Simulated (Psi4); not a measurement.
**A workflow on AlH3S (SMILES [AlH2][SH])**

Wanted: the energy (HF/6-31G*), then a saddle-point search (HF/6-31G*), then the harmonic vibrations (HF/6-31G*), then the intrinsic reaction coordinate (HF/6-31G*) of AlH3S. 

The calculation is run with Psi4 1.11.

## Step 1: The system as given

The species is AlH3S (5 atoms), meant as a singlet with charge 0. SMILES: `[AlH2][SH]`. The coordinates come from a PBE0-D4/def2-TZVP relaxation.

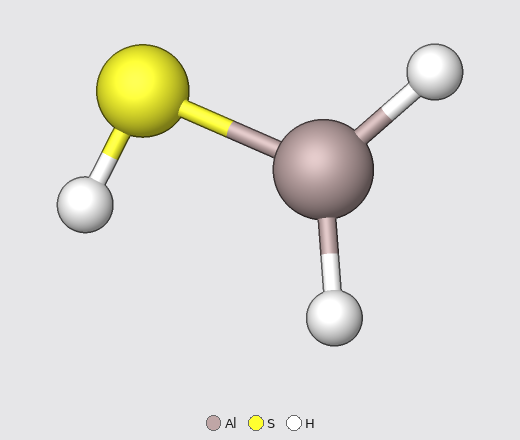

Viewed from a chosen angle; aluminium light grey, sulfur yellow, hydrogen white.

## Step 2: A single-point energy at HF/6-31G(d) (density fitting, Cartesian functions) (run 1)

alh3s.in reads:

```
memory 1600 mb

molecule m {
  0 1
  Al    -0.616100    -0.064200    -0.181700
  S      1.129100    -0.343100     1.096600
  H     -1.981700    -0.650100     0.351100
  H     -0.441100     0.696000    -1.556400
  H      1.959700     0.287800     0.249000
  symmetry c1
}

set {
  basis 6-31G*
}

E, wfn = energy('hf', return_wfn=True)
print_variables()
```

Launch:

```console
$ psi4 -n 1 alh3s.in alh3s.out
```

alh3s.out:

```text
[...]
  Running in c1 symmetry.
[...]
  Nuclear repulsion =   73.814899731463512
[...]
  Multiplicity = 1
[...]
  Nalpha       = 16
  Nbeta        = 16
[...]
    Number of basis functions: 44
[...]
   @DF-RHF iter   1:  -641.15781955260775   -6.05453e-01   4.35206e-03 DIIS/ADIIS
[...]
   @DF-RHF iter   8:  -641.18960699956028   -4.63251e-09   3.02484e-07 DIIS
[...]
    Orbital Energies [Eh]
    ---------------------
    Doubly Occupied:
       1A    -91.931926     2A    -58.489547     3A     -8.946504
       4A     -6.629461     5A     -6.627608     6A     -6.626378
       7A     -4.913387     8A     -3.228436     9A     -3.226204
      10A     -3.225149    11A     -0.956764    12A     -0.579448
      13A     -0.532730    14A     -0.444021    15A     -0.424454
      16A     -0.384759
[...]
  @DF-RHF Final Energy:  -641.18960699956028
   => Energetics <=
    Nuclear Repulsion Energy =             73.8148997314635125
    One-Electron Energy =               -1035.6754464480097795
    Two-Electron Energy =                 320.6709397169860267
    Total Energy =                       -641.1896069995602829
[...]
 Multipole Moments:
 ------------------------------------------------------------------------------------
     Multipole            Electronic (a.u.)      Nuclear  (a.u.)        Total (a.u.)
 ------------------------------------------------------------------------------------
 L = 1.  Multiply by 2.5417464519 to convert [e a0] to [Debye]
 Dipole X            :          0.2486360           -0.4192212           -0.1705852
 Dipole Y            :         -0.4945956            0.7446734            0.2500779
 Dipole Z            :          1.0497993           -1.5994045           -0.5496052
 Magnitude           :                                                    0.6274584
[...]
```

It took 1.7 s on 1 thread of INTEL XEON PLATINUM 8581C at 2.10GHz (Emerald Rapids), shared host; peak memory 0.19 GiB.

## Step 3: A saddle-point search at HF/6-31G(d) (density fitting, Cartesian functions, full hess every 0) (run 2)

calc.inp reads:

```
memory 1600 mb

molecule geom {
  0 1
  Al    -0.616100    -0.064200    -0.181700
  S      1.129100    -0.343100     1.096600
  H     -1.819498     0.750240     0.435180
  H     -0.600175    -0.676708    -1.638721
  H      1.959700     0.287800     0.249000
  symmetry c1
}

set basis 6-31G*
set opt_type ts
set full_hess_every 0
set geom_maxiter 40

e_tot, wfn = optimize("scf", return_wfn=True)
```

Launch:

```console
$ psi4 -n 1 calc.inp calc.out
```

calc.out, shortened:

```text
[...]
  Running in c1 symmetry.
[...]
  Nuclear repulsion =   73.807800138444179
[...]
  Multiplicity = 1
[...]
  Nalpha       = 16
  Nbeta        = 16
[...]
    Number of basis functions: 44
[...]
   @DF-RHF iter   1:  -641.14657902596718   -5.94560e-01   4.50539e-03 DIIS/ADIIS
[...]
  ==> Harmonic Vibrational Analysis <==
[...]
  Freq [cm^-1]                159.0241i            501.4522            540.4181
[...]
  IR activ [km/mol]            16.0451             87.3243             69.0484
[...]
  Freq [cm^-1]                 613.8798            752.1078            845.3217
[...]
  IR activ [km/mol]            229.6100            37.7304             428.2325
[...]
  Freq [cm^-1]                2039.2427           2049.9520           2776.1631
[...]
  IR activ [km/mol]            178.5826            288.8357            10.2351
[...]
  Total E_0, Enthalpy at 0 [K]                                                         -641.15748361 [Eh]
[...]
   @DF-RHF iter   7:  -641.17839055804393   -4.43379e-12   6.46817e-09 DIIS
[...]
  @DF-RHF Final Energy:  -641.17839055804393
   => Energetics <=
    Nuclear Repulsion Energy =             72.5860622565440963
    One-Electron Energy =               -1033.2508015299981707
    Two-Electron Energy =                 319.4863487154102017
    Total Energy =                       -641.1783905580439296
[...]
 Multipole Moments:
 ------------------------------------------------------------------------------------
     Multipole            Electronic (a.u.)      Nuclear  (a.u.)        Total (a.u.)
 ------------------------------------------------------------------------------------
[...]
  -Total Gradient:
     Atom            X                  Y                   Z
    ------   -----------------  -----------------  -----------------
       1       -0.000013356703     0.000016870748    -0.000003935608
       2       -0.000007377133    -0.000006056068    -0.000001982664
       3        0.000020654592    -0.000006217203     0.000007370014
       4        0.000013113799    -0.000008007789     0.000003188007
       5       -0.000013034557     0.000003410312    -0.000004639751
[...]
    Final optimized geometry and variables:
    Molecular point group: c1
    Full point group: C1
    Geometry (in Angstrom), charge = 0, multiplicity = 1:
    AL          -0.970141654379     0.196020282002    -0.611695765012
    S            0.870665098282    -0.211797679766     0.577983892064
[...]
```

Standard output:

```text
Warning: thermodynamics relations excluded imaginary frequencies: ['159.0241i']
Warning: used thermodynamics relations inappropriate for low-frequency modes: ['501.4522' '540.4181' '613.8798']
Optimizer: Optimization complete!
```

It took 7.5 s on 1 thread of INTEL XEON PLATINUM 8581C at 2.10GHz (Emerald Rapids), shared host; peak memory 0.25 GiB.

The path in brief:

```csv
step,energy from the first frame kept (eV),largest force (eV/Å)
0,0.0000,0.7047
1,0.0116,0.2184
2,0.0596,0.1713
3,0.0584,0.0237
4,0.0584,0.0012
```

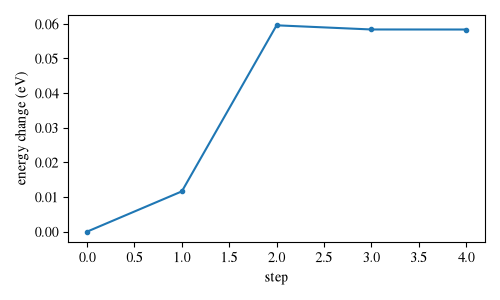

Energy along the run.

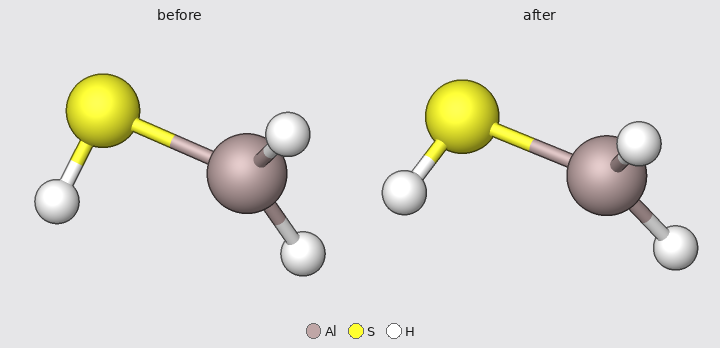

Before and after, at one scale.

After the run. Bond lengths: Al1–S2 2.229 Å, Al1–H3 1.578 Å, Al1–H4 1.578 Å, S2–H5 1.332 Å. Angles: Al1–S2–H5 95.9°, S2–Al1–H3 119.5°, S2–Al1–H4 119.5°, H3–Al1–H4 121.0°.

## Step 4: The harmonic vibrations at HF/6-31G(d) (density fitting, Cartesian functions) (run 3)

alh3s.xyz reads:

```xyz
5
AlH3S
Al    -0.663371    -0.003048    -0.140618
S      1.177436    -0.410866     1.049062
H     -1.776203     0.945766     0.451652
H     -0.837917    -0.676995    -1.556570
H      1.886278     0.605194     0.558635
```

job.py reads:

```python
import psi4

psi4.set_memory(1600000000)
psi4.set_num_threads(1)
psi4.set_output_file('run.log', False)

with open('alh3s.xyz') as f:
    atoms = ''.join(f.readlines()[2:])
molecule = psi4.geometry('0 1\n' + atoms + 'symmetry c1')

psi4.set_options(dict(basis='6-31G*', rotational_symmetry_number=1))

energy_value, wavefunction = psi4.frequency('scf', return_wfn=True)
print(f'scf energy: {energy_value:.10f} Eh')
print('wavenumbers / cm^-1:', wavefunction.frequencies().np.round(1))
for k in ('ZPVE', 'ENTHALPY', 'GIBBS FREE ENERGY'):
    print(f'{k}: {psi4.variable(k):.8f} Eh')
for k, v in sorted(psi4.core.scalar_variables().items()):
    print(f'{k:45s} {v:18.10f}')
```

Launch:

```console
$ python job.py
```

run.log, shortened:

```text
[...]
  Running in c1 symmetry.
[...]
  Nuclear repulsion =   72.586054289917939
[...]
  Multiplicity = 1
[...]
  Nalpha       = 16
  Nbeta        = 16
[...]
    Number of basis functions: 44
[...]
   @DF-RHF iter   1:  -641.14370922342209   -6.20475e-01   4.55428e-03 ADIIS/DIIS
[...]
  -Total Gradient:
     Atom            X                  Y                   Z
    ------   -----------------  -----------------  -----------------
       1       -0.000013543452     0.000016958728    -0.000003915581
       2       -0.000007259032    -0.000005979920    -0.000001991715
       3        0.000020764138    -0.000006273064     0.000007342721
       4        0.000013131357    -0.000008029290     0.000003153473
       5       -0.000013093007     0.000003323547    -0.000004588899
[...]
   @DF-RHF iter  10:  -641.17839055960724   -7.27596e-12   9.68064e-09 DIIS
[...]
    Orbital Energies [Eh]
    ---------------------
    Doubly Occupied:
       1A    -91.923466     2A    -58.498502     3A     -8.938273
[...]
  @DF-RHF Final Energy:  -641.17839055960724
   => Energetics <=
    Nuclear Repulsion Energy =             72.5860542899179393
    One-Electron Energy =               -1033.2507871828788666
    Two-Electron Energy =                 319.4863423333537185
    Total Energy =                       -641.1783905596072373
[...]
 Multipole Moments:
 ------------------------------------------------------------------------------------
     Multipole            Electronic (a.u.)      Nuclear  (a.u.)        Total (a.u.)
 ------------------------------------------------------------------------------------
[...]
  ==> Harmonic Vibrational Analysis <==
[...]
  Freq [cm^-1]                387.1489i            480.0775            539.8542
[...]
  IR activ [km/mol]            18.2275             44.6978             78.0076
[...]
  Freq [cm^-1]                 554.8999            723.4408            855.5591
[...]
  IR activ [km/mol]            226.9924            100.0466            435.8356
[...]
  Freq [cm^-1]                2050.6012           2052.2626           2862.9044
[...]
  IR activ [km/mol]            155.9338            319.9368             9.4821
[...]
  Total E_0, Enthalpy at 0 [K]                                                         -641.15533642 [Eh]
[...]
  Total H, Enthalpy at  298.15 [K]                                                     -641.15076926 [Eh]
[...]
```

The script printed:

```text
Warning: thermodynamics relations excluded imaginary frequencies: ['387.1489i']
Warning: used thermodynamics relations inappropriate for low-frequency modes: ['480.0775' '539.8542' '554.8999']
scf energy: -641.1783905596 Eh
wavenumbers / cm^-1: [-387.1  480.1  539.9  554.9  723.4  855.6 2050.6 2052.3 2862.9]
ZPVE: 0.02305414 Eh
ENTHALPY: -641.15076926 Eh
GIBBS FREE ENERGY: -641.18054280 Eh
CURRENT ENERGY                                   -641.1783905596
CURRENT REFERENCE ENERGY                         -641.1783905596
DD SOLVATION ENERGY                                 0.0000000000
ENTHALPY                                         -641.1507692608
ENTHALPY CORRECTION                                 0.0276212988
GIBBS FREE ENERGY                                -641.1805428011
GIBBS FREE ENERGY CORRECTION                       -0.0021522415
HF KINETIC ENERGY                                 641.0207641419
HF POTENTIAL ENERGY                             -1282.1991547015
HF TOTAL ENERGY                                  -641.1783905596
HF VIRIAL RATIO                                     2.0002458991
NUCLEAR REPULSION ENERGY                           72.5860542899
ONE-ELECTRON ENERGY                             -1033.2507871829
PCM POLARIZATION ENERGY                             0.0000000000
PE ENERGY                                           0.0000000000
SCF ITERATION ENERGY                             -641.1783905596
SCF ITERATIONS                                     10.0000000000
SCF TOTAL ENERGY                                 -641.1783905596
THERMAL ENERGY                                   -641.1517134454
THERMAL ENERGY CORRECTION                           0.0266771142
TWO-ELECTRON ENERGY                               319.4863423334
ZERO K ENTHALPY                                  -641.1553364153
ZPVE                                                0.0230541443
```

Wall time 5.7 s (1 thread of INTEL XEON PLATINUM 8581C at 2.10GHz (Emerald Rapids), shared host); peak memory 0.24 GiB.

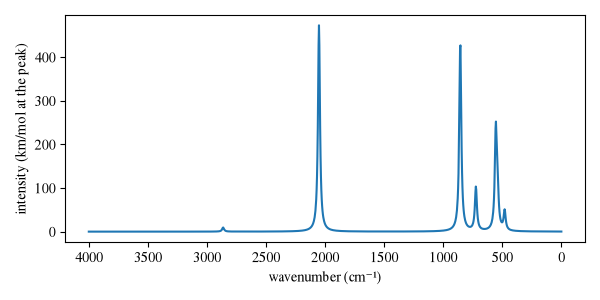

Harmonic infrared spectrum, unscaled, lines broadened by 10 cm⁻¹.

## Step 5: A reaction path at HF/6-31G(d) (density fitting, Cartesian functions, full hess every 0, irc direction backward, irc points 4, irc step size 0.3) (run 4)

input.inp reads:

```
memory 1600 MB

molecule {
  0 1
  Al    -0.663371    -0.003048    -0.140618
  S      1.177436    -0.410866     1.049062
  H     -1.776203     0.945766     0.451652
  H     -0.837917    -0.676995    -1.556570
  H      1.886278     0.605194     0.558635
  units angstrom
  symmetry c1
}

set {
  basis 6-31G*
  opt_type irc
  irc_points 4
  irc_step_size 0.3
  full_hess_every 0
  geom_maxiter 90
  irc_direction backward
  g_convergence gau_loose
}

e, wfn = optimize('scf', return_wfn=True)
print_variables()
```

Launch:

```console
$ psi4 -n 1 input.inp input.out
```

input.out, shortened:

```text
[...]
  Running in c1 symmetry.
[...]
  Nuclear repulsion =   72.586054289917939
[...]
  Multiplicity = 1
[...]
  Nalpha       = 16
  Nbeta        = 16
[...]
    Number of basis functions: 44
[...]
   @DF-RHF iter   1:  -641.14370922342209   -6.20475e-01   4.55428e-03 DIIS/ADIIS
[...]
  ==> Harmonic Vibrational Analysis <==
[...]
  Freq [cm^-1]                387.1489i            480.0775            539.8542
[...]
  IR activ [km/mol]            18.2275             44.6978             78.0076
[...]
  Freq [cm^-1]                 554.8999            723.4408            855.5591
[...]
  IR activ [km/mol]            226.9924            100.0466            435.8356
[...]
  Freq [cm^-1]                2050.6012           2052.2626           2862.9044
[...]
  IR activ [km/mol]            155.9338            319.9368             9.4821
[...]
  Total E_0, Enthalpy at 0 [K]                                                         -641.15533642 [Eh]
[...]
   @DF-RHF iter   9:  -641.18198385278436   -9.09495e-13   3.83439e-09 DIIS
[...]
  @DF-RHF Final Energy:  -641.18198385278436
   => Energetics <=
    Nuclear Repulsion Energy =             72.7250117530402633
    One-Electron Energy =               -1033.5171972064008514
    Two-Electron Energy =                 319.6102016005762607
    Total Energy =                       -641.1819838527843558
[...]
 Multipole Moments:
 ------------------------------------------------------------------------------------
     Multipole            Electronic (a.u.)      Nuclear  (a.u.)        Total (a.u.)
 ------------------------------------------------------------------------------------
[...]
  -Total Gradient:
     Atom            X                  Y                   Z
    ------   -----------------  -----------------  -----------------
       1       -0.000920374469     0.000229917633    -0.000660843078
       2       -0.000509964881     0.000239810750     0.004802884360
       3       -0.001119629345    -0.001452612406     0.000856056043
       4        0.000764483542     0.001596183620    -0.001156892265
       5        0.001785485147    -0.000613299598    -0.003841205062
[...]
    Final optimized geometry and variables:
    Molecular point group: c1
    Full point group: C1
    Geometry (in Angstrom), charge = 0, multiplicity = 1:
    AL          -1.005016316060     0.220848986377    -0.538114159519
    S            0.909799123890    -0.241620824381     0.494552745914
[...]
```

On the terminal:

```text
Warning: thermodynamics relations excluded imaginary frequencies: ['387.1489i']
Warning: used thermodynamics relations inappropriate for low-frequency modes: ['480.0775' '539.8542' '554.8999']
Optimizer: Optimization complete!
```

It took 8.7 s on 1 thread of INTEL XEON PLATINUM 8581C at 2.10GHz (Emerald Rapids), shared host; peak memory 0.26 GiB.

Steps, from the record of the run:

```
step  energy from the first frame kept (eV)  largest force (eV/Å)
   0                                 0.0000                0.0012
   1                                -0.0069                0.0741
   2                                -0.0069                0.0733
   3                                -0.0268                0.1431
   4                                -0.0268                0.1421
   5                                -0.0581                0.2031
   6                                -0.0581                0.2015
   7                                -0.0978                0.2487
```

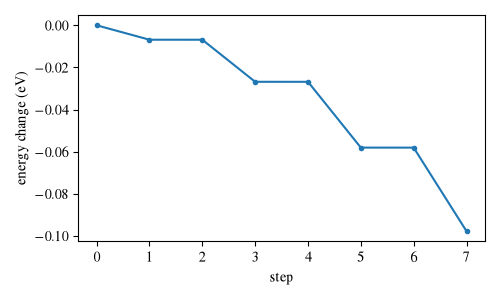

Energy along the run.

## Step 6: Results

| quantity | value |
| --- | --- |
| run 1, HF/6-31G*: total energy | -641.18961 Eh |
| run 1, HF/6-31G*: dipole moment | 1.59 D |
| run 1, HF/6-31G*: HOMO energy | -10.47 eV |
| run 1, HF/6-31G*: LUMO energy | 1.21 eV |
| run 1, HF/6-31G*: HOMO–LUMO gap | 11.68 eV |
| run 2, HF/6-31G*: total energy at the end | -641.17839 Eh |
| run 2, HF/6-31G*: dipole moment | 1.71 D |
| run 2, HF/6-31G*: HOMO energy | -9.97 eV |
| run 2, HF/6-31G*: LUMO energy | 0.76 eV |
| run 2, HF/6-31G*: HOMO–LUMO gap | 10.73 eV |
| run 3, HF/6-31G*: lowest harmonic wavenumber | 387i cm⁻¹ (imaginary) |
| run 3, HF/6-31G*: highest harmonic wavenumber | 2863 cm⁻¹ |
| run 4, HF/6-31G*: total energy at the end | -641.18198 Eh |
| run 4, HF/6-31G*: dipole moment | 1.69 D |
| run 4, HF/6-31G*: HOMO energy | -10.09 eV |
| run 4, HF/6-31G*: LUMO energy | 0.88 eV |
| run 4, HF/6-31G*: HOMO–LUMO gap | 10.97 eV |

What this shows: 1 mode is imaginary (lowest 387i cm⁻¹): a first-order saddle point.
